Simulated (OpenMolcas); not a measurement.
# AlSbH3F: single-point calculation (part 3 of 3)

Continued. System: AlSbH3F. Method: CASSCF/ANO-R1, sfX2C (OpenMolcas 26.06). The geometry comes from this level: PBE0-D4/def2-TZVP.

Geometry of the input (Å):
```
F  -1.1146  -1.6324  1.2623
Al -0.3361  -1.0393  -0.0698
Sb 1.2799  1.0037  0.3348
H  -0.5948  -1.8007  -1.4317
H  0.8421  1.5920  -1.2099
H  -0.0344  1.8129  1.0681
```

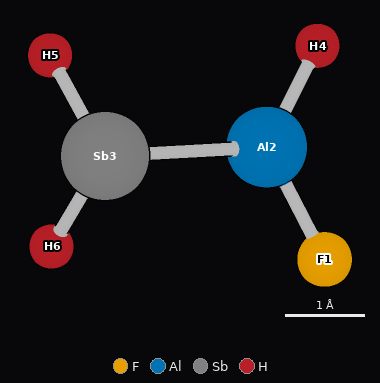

*The input geometry (ball-and-stick view, seen at a tilt; atoms are numbered from 1 in the order of the input). Sticks mark near contacts.*

**Output, continued**
```
      Final state energy(ies):
      ------------------------

::    RASSCF root number  1 Total energy:  -6821.71930937
      Von Neumann Entropy (Root   1) =  0.05396

      Mulliken population analysis for root number:  1
      -----------------------------------------------

++    Molecular charges:
      ------------------

      Mulliken charges per centre
      ---------------------------

                F1      AL2     SB3     H4      H5      H6
      Total    9.5860 12.1221 50.8194  1.2186  1.1299  1.1239

      N-E     -0.5860  0.8779  0.1806 -0.2186 -0.1299 -0.1239

      Total electronic charge=   76.000000

      Total            charge=   -0.000000
--

      Expectation values of various properties for root number:  1
      -----------------------------------------------------------

++    Molecular properties:
      ---------------------

      Charge (e):
                      =   -0.0000
      Dipole Moment (debye):
      Origin of the operator (angstrom)=    0.7340    0.3762    0.3590
                   X=  7.0667E-01               Y=  4.5872E-01               Z= -1.3260E+00           Total=  1.5710E+00
      Quadrupole Moment (debye*angstrom):
      Origin of the operator (angstrom)=    0.7340    0.3762    0.3590
                  XX= -5.1016E+01              XY= -5.8618E+00              XZ=  2.6087E+00              YY= -5.1649E+01
                  YZ=  2.0725E+00              ZZ= -5.1407E+01
      In traceless form (debye*angstrom)
                  XX=  5.1201E-01              XY= -8.7926E+00              XZ=  3.9130E+00              YY= -4.3765E-01
                  YZ=  3.1087E+00              ZZ= -7.4360E-02
--

      LoProp population analysis for root number:  1
      -----------------------------------------------

++    LoProp analysis:
      ----------------

++    Static properties:
      ------------------

      LoProp Charges per center

                   F1       AL2      SB3      H4       H5       H6
      Nuclear      9.0000  13.0000  51.0000   1.0000   1.0000   1.0000
      Electronic  -9.5175 -12.2160 -50.8952  -1.2028  -1.0883  -1.0802

      Total       -0.5175   0.7840   0.1048  -0.2028  -0.0883  -0.0802
--

      Natural Bond Order analysis for root number:  1

++    Natural Bond Order analysis
      ---------------------------
      Based on LoProp computed density
      -------------------------------------------------------------------------------------
      Atom A       Atom B       Bond Order
        SB3          H5             0.777
      -------------------------------------------------------------------------------------
      NBO located      1.553 electrons involved in    1 bonds.
      NBO located      1.000 non-bonded electrons on atom F1
      NBO located      0.994 non-bonded electrons on atom AL2
      NBO located      1.000 non-bonded electrons on atom AL2
      NBO located      0.998 non-bonded electrons on atom AL2
      NBO located      0.999 non-bonded electrons on atom AL2
      NBO located      0.999 non-bonded electrons on atom AL2
      NBO located      0.996 non-bonded electrons on atom SB3
      NBO located      1.003 non-bonded electrons on atom SB3
      NBO located      0.998 non-bonded electrons on atom SB3
      NBO located      0.998 non-bonded electrons on atom SB3
      NBO located      0.999 non-bonded electrons on atom SB3
      NBO located      1.000 non-bonded electrons on atom SB3
      NBO located      1.000 non-bonded electrons on atom SB3
      NBO located      1.000 non-bonded electrons on atom SB3
      NBO located      1.000 non-bonded electrons on atom SB3
      NBO located      1.000 non-bonded electrons on atom SB3
      NBO located      1.000 non-bonded electrons on atom SB3
      NBO located      1.000 non-bonded electrons on atom SB3
      NBO located      1.000 non-bonded electrons on atom SB3
      NBO located      1.000 non-bonded electrons on atom SB3
      NBO located      1.000 non-bonded electrons on atom SB3
      NBO located      1.000 non-bonded electrons on atom SB3
      NBO located      1.000 non-bonded electrons on atom SB3
      NBO located      1.000 non-bonded electrons on atom SB3
      NBO located      1.000 non-bonded electrons on atom SB3
      NBO located      1.000 non-bonded electrons on atom SB3
      NBO located      1.000 non-bonded electrons on atom SB3
      NBO located      1.000 non-bonded electrons on atom SB3
      The remaining    9.804 electrons are to be considered as diffuse
--

--

      Average orbitals are written to the RASORB file
      Natural orbitals for root   1 are written to the RASORB.1 file
      Spin density orbitals for root   1 are written to the SPDORB.1 file

--- Stop Module: rasscf /rc=_RC_ALL_IS_WELL_ ---
--- Module rasscf spent 5 seconds ---

.##################.
.# Happy landing! #.
.##################.

    Timing: Wall=18.49 User=17.04 System=1.43
```

**Summary**

| quantity | value |
| --- | --- |
| outcome | converged |
| total energy | −6821.719309 hartree |
| CASSCF energy | −6821.719309 hartree |
| basis functions | 90 |
| hardware | 1 thread of Arm Neoverse V2, 24 GiB of memory available, shared host |
| wall time | 19 s |
| peak memory | 0.41 GiB |

**Remarks**

Further notes kept with the run: an active orbital turned away from the chosen space.
